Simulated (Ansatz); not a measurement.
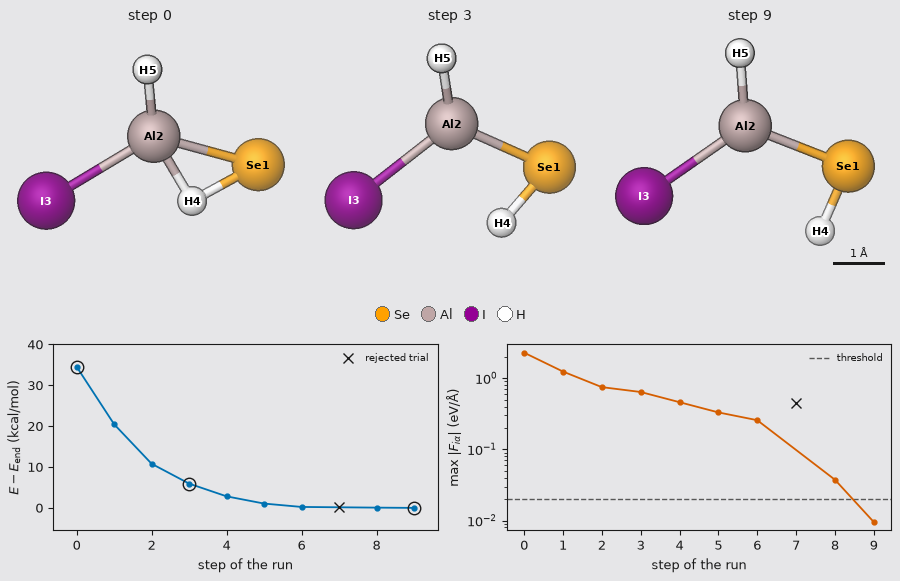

Frames of a relaxation of AlH2SeI, marked on the history of the run. A ball-and-stick model, seen at a tilt.

The run prepares an end point of a later path (hydrogen shift) calculation, from a guessed geometry.

These are results of UKS PBE0-D4/def2-SVP in Ansatz 0.2.0, not measurements. (collinear spin; force threshold 0.02 eV/Å; at most 50 steps)

Describe the path.

Answer. After 8 accepted moves (9 points after the start) the energy has fallen by 34.5 kcal/mol. The largest force component goes from 2.3 to 0.0095 eV/Å. The line search rejected the trial step at point 7 of the run. The largest move after the best rigid fit is that of H4, 1.00 Å. By element the largest moves are H 1.00 Å, Se 0.35 Å, Al 0.31 Å, I 0.16 Å. Some distances before and after: Al2–H4 1.540 → 2.792 Å, Se1–H4 1.572 → 1.471 Å, Al2–H5 1.526 → 1.576 Å, Al2–I3 2.516 → 2.472 Å. Bonds break: Al2–H4 (1.54 → 2.79 Å). Bond angles that change, for instance: Al2–Se1–H4 41.8° → 92.6°, Se1–Al2–I3 128.0° → 120.0°, I3–Al2–H5 114.9° → 120.6°. Groups turn about Se1–Al2 by about 25°. From step 0 to 3: H4 moves most (0.49 Å), energy −28.6 kcal/mol. From step 3 to 9: H4 moves most (0.59 Å), energy −5.94 kcal/mol.

```json
{"step": "0", "E − E(0), kcal/mol": "0.00", "largest force component, eV/Å": "2.2800", "note": ""}
{"step": "1", "E − E(0), kcal/mol": "-14.07", "largest force component, eV/Å": "1.2383", "note": ""}
{"step": "2", "E − E(0), kcal/mol": "-23.74", "largest force component, eV/Å": "0.7485", "note": ""}
{"step": "3", "E − E(0), kcal/mol": "-28.60", "largest force component, eV/Å": "0.6395", "note": ""}
{"step": "4", "E − E(0), kcal/mol": "-31.71", "largest force component, eV/Å": "0.4599", "note": ""}
{"step": "5", "E − E(0), kcal/mol": "-33.48", "largest force component, eV/Å": "0.3304", "note": ""}
{"step": "6", "E − E(0), kcal/mol": "-34.31", "largest force component, eV/Å": "0.2570", "note": ""}
{"step": "7", "E − E(0), kcal/mol": "-34.27", "largest force component, eV/Å": "0.4502", "note": "rejected"}
{"step": "8", "E − E(0), kcal/mol": "-34.48", "largest force component, eV/Å": "0.0375", "note": ""}
{"step": "9", "E − E(0), kcal/mol": "-34.54", "largest force component, eV/Å": "0.0095", "note": ""}
```
